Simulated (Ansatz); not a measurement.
## Loss of C2H6: C2H6O3S → SO3 + C2H6

Species: C2H6O3S `COS(=O)OC`, singlet; SO3 (sulfur trioxide) `O=S(=O)=O`, singlet; C2H6 (ethane) `CC`, singlet. 

Shapes, held fixed at every level: PBE0-D4/def2-TZVP. Flexible molecules stand in one conformer, not always the lowest. Programs: Ansatz 0.2.0. The zero-point and thermal change to 298 K, harmonic and unscaled (PBE0-D4/def2-TZVP), is -6.9 kJ/mol.

**The experiment to reproduce.** Tabulated heats of formation (Active Thermochemical Tables, CRC Handbook of Chemistry and Physics, NIST-JANAF tables): C2H6O3S -483.4 (CRC); SO3 -395.8 (JANAF); C2H6 -83.8 (ATcT) kJ/mol, which give ΔH(298 K) = +3.9 kJ/mol.

```
               level                    kind  ΔH (kJ/mol)  computed − measured
         HF/def2-SVP            Hartree–Fock        +90.7                +86.8
   PBE-D4/def2-TZVPP                     GGA         -4.3                 -8.1
  wB97M-V/def2-TZVPP  range-separated hybrid        +16.3                +12.4
        MP2/def2-SVP     perturbation theory        +31.4                +27.5
      MP2/def2-TZVPP     perturbation theory        -22.0                -25.8
    CCSD(T)/def2-SVP   coupled cluster or CI        +57.7                +53.8
     CCSD/def2-TZVPP   coupled cluster or CI         +4.9                 +1.1
CCSD(T)/CBS estimate   coupled cluster or CI         +3.2                 -0.6
```

Nearest: CCSD(T)/CBS estimate (-0.6); farthest: HF/def2-SVP (+86.8). 3 of 8 levels lie within 10 kJ/mol. The CBS estimate extrapolates MP2 from def2-TZVPP and def2-QZVPP and adds CCSD(T) − MP2 in the triple-zeta set, cores frozen.

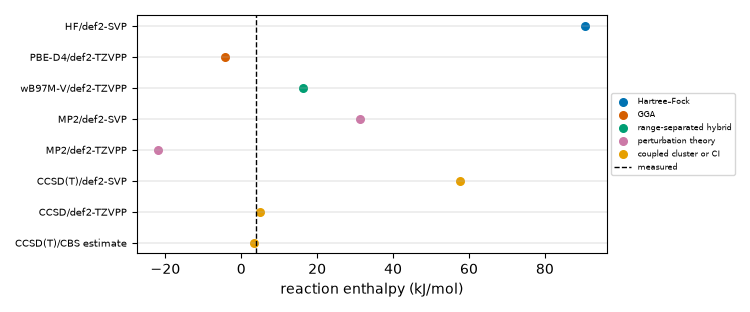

The values of the table, level by level.
